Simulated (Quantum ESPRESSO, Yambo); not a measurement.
# NbInO4 (P2/c): the gap under hydrostatic strain, part 2 of 2

Aim: the gap of NbInO4 (P2/c) under hydrostatic strain, by LDA and G0W0.

Quantum ESPRESSO 7.5 and Yambo 5.3.0; LDA and many-body steps on it, plane waves. Known limits of the many-body steps: not at the basis limit; no spin-orbit coupling; coarse k mesh.

So far. Step 7 (G0W0, strain +1 %): The gap on the mesh goes from 3.10 eV to 4.76 eV, a correction of +1.66 eV.

## Step 8: G0W0, strain -2 %

Level of this step: G0W0 on LDA, plane waves, norm-conserving pseudopotentials (Yambo).

The cell differs from the one that the last finished run ended in (a 4.884 → 4.739 Å, b 5.829 → 5.655 Å, c 5.195 → 5.041 Å).

gw4.in

```
HF_and_locXC
gw0
dyson
ppa
em1d
rim_cut
RandQpts= 1000000
RandGvec= 1 RL
EXXRLvcs= 80 Ry
VXCRLvcs= 320 Ry
Chimod= "HARTREE"
% BndsRnXp
 1 | 209 |
%
NGsBlkXp= 447 RL
% LongDrXp
 1 | 1 | 1 |
%
% GbndRnge
 1 | 209 |
%
DysSolver= "n"
ExtendOut
PPAPntXp= 27.21138 eV
% QPkrange
 9 | 9 | 57 | 60 |
 6 | 6 | 57 | 60 |
 3 | 3 | 57 | 60 |
 1 | 1 | 57 | 60 |
%
```

Command:

```
$ OMP_NUM_THREADS=2 mpirun -n 2 yambo -F gw4.in -J gw4 -C gw4 > gw4.log
```

Log:

```text
 Yambo, version 5.3.0

 [02] CORE Variables Setup
 =========================

  [... cell, symmetries and grids as in the set-up ...]

  [02.05] Energies & Occupations
  ==============================

  [X] === General ===
  [X] Electronic Temperature                        :  0.000000  0.000000 [eV K]
  [X] Bosonic    Temperature                        :  0.000000  0.000000 [eV K]
  [X] Finite Temperature mode                       : no
  [X] El. density                                   :  0.85877E+24 [cm-3]
[...]
QP @ state[ 2 ] b range                          :   57   60
   QP @ state[ 3 ] K range                          :   6   6
   QP @ state[ 3 ] b range                          :   57   60
   QP @ state[ 4 ] K range                          :   9   9
   QP @ state[ 4 ] b range                          :   57   60
   GF energies kind                                 : Slater exchange(X)+Perdew & Wang(C)
   GF WF`s kind                                     : Slater exchange(X)+Perdew & Wang(C)
   Xs energies kind                                 : Slater exchange(X)+Perdew & Wang(C)
   Xs WF`s kind                                     : Slater exchange(X)+Perdew & Wang(C)

 [11] Game Over & Game summary
```

The job ended after 7.9 min (2 MPI ranks of Arm Neoverse V2, shared host; peak memory 2.8 GiB; 31 min of CPU time).

Numbers from this step:

```
G0W0 gap on the mesh                         : 5.359 eV
starting gap on the mesh                     : 3.605 eV
k of the valence top                         : 0, -0.5, 0
k of the conduction bottom                   : 0.25, 0, -0.5
least direct G0W0 gap on the computed points : 5.474 eV
```

The gap on the mesh goes from 3.61 eV to 5.36 eV, a correction of +1.75 eV.

Again on this cell's own states.

## Step 9: G0W0, strain +2 %

The cell differs from the one that the last finished run ended in (a 4.739 → 4.932 Å, b 5.655 → 5.886 Å, c 5.041 → 5.247 Å).

gw5.in is the same as gw4.in of step 8.

Command:

```
$ OMP_NUM_THREADS=2 mpirun -n 2 yambo -F gw5.in -J gw5 -C gw5 > gw5.log
```

Log:

```text
 Yambo, version 5.3.0

 [02] CORE Variables Setup
 =========================

  [... cell, symmetries and grids as in the set-up ...]

  [02.05] Energies & Occupations
  ==============================

  [X] === General ===
  [X] Electronic Temperature                        :  0.000000  0.000000 [eV K]
  [X] Bosonic    Temperature                        :  0.000000  0.000000 [eV K]
  [X] Finite Temperature mode                       : no
  [X] El. density                                   :  0.76165E+24 [cm-3]
[...]
QP @ state[ 2 ] b range                          :   57   60
   QP @ state[ 3 ] K range                          :   6   6
   QP @ state[ 3 ] b range                          :   57   60
   QP @ state[ 4 ] K range                          :   9   9
   QP @ state[ 4 ] b range                          :   57   60
   GF energies kind                                 : Slater exchange(X)+Perdew & Wang(C)
   GF WF`s kind                                     : Slater exchange(X)+Perdew & Wang(C)
   Xs energies kind                                 : Slater exchange(X)+Perdew & Wang(C)
   Xs WF`s kind                                     : Slater exchange(X)+Perdew & Wang(C)

 [11] Game Over & Game summary
```

The job ended after 8.4 min (2 MPI ranks; peak memory 3 GiB; 32 min of CPU time).

Numbers from this step:

```yaml
g0w0_gap_on_the_mesh: 4.543 eV
starting_gap_on_the_mesh: 2.937 eV
k_of_the_valence_top: -0.5, 0, 0
k_of_the_conduction_bottom: 0.25, 0, -0.5
least_direct_g0w0_gap_on_the_computed_points: 4.656 eV
```

The gap on the mesh goes from 2.94 eV to 4.54 eV, a correction of +1.61 eV.

Again on this cell's own states.

## Step 10: The series

One mesh (4×2×2), Godby-Needs plasmon pole, 209 bands in every cell; hydrostatic strain per length. Fractional positions are the same in all cells, though this structure has free coordinates, so these are clamped-ion slopes.

```
strain (%)  LDA gap (eV)  G0W0 gap (eV)  least direct G0W0 gap (eV)                                        G0W0 edges
        -2         3.605          5.359                       5.474  (0.000, -0.500, 0.000) to (0.250, 0.000, -0.500)
        -1         3.432          5.163                       5.273  (0.000, -0.500, 0.000) to (0.250, 0.000, -0.500)
        +0         3.262          4.964                       5.069  (0.000, -0.500, 0.000) to (0.250, 0.000, -0.500)
        +1         3.097          4.758                       4.863  (-0.500, 0.000, 0.000) to (0.250, 0.000, -0.500)
        +2         2.937          4.543                       4.656  (-0.500, 0.000, 0.000) to (0.250, 0.000, -0.500)
```

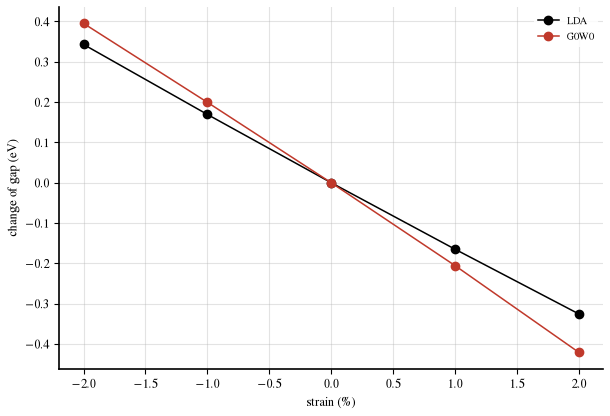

The change of gap against strain.

## Step 11: Summary of results

```
slope under compression      : −172 (LDA) and −198 (G0W0) meV per %
slope under tension          : −163 (LDA) and −210 (G0W0) meV per %
ions                         : clamped: fractional positions held
GW settings, unstrained cell : 4×2×2 mesh, 209 bands
known limits                 : not at the basis limit; no spin-orbit coupling; coarse k mesh
```

In words: On the side of compression the slopes of gap against strain are −172 (LDA) and −198 (G0W0) meV per %. On the side of tension the slopes of gap against strain are −163 (LDA) and −210 (G0W0) meV per %. The G0W0 edges are not at the same points in all cells. One line through all points gives volume deformation potentials of -5.57 eV (LDA) and -6.79 eV (G0W0). Gaps are read on the mesh, so a valley between its points is missed. Bands and cutoff are finite, so the gap is not at the basis limit. The miss can reach some tenths of an eV and take either sign; the mesh is an error of its own. The 4×2×2 mesh is coarse for this cell, which bears on the long-range parts of exchange and screening. The many-body steps are scalar-relativistic: spin-orbit coupling is not in them.

[Paths, hosts, dates, memory and timing lines, banners, echoed tables and standing remarks are left out of the program output.]

[Logs are printed without paths, hosts, clocks, repeated set-up lines and the standing remarks that a program may print on its own settings, such as how far it seeks lower states.]

[Runs of the session that timed out or met a known fault of the program may be left out.]

[Hosts, paths, dates, database ids (printed as entryN), source tags and the programs' standing remarks are cut or masked in the printed files.]
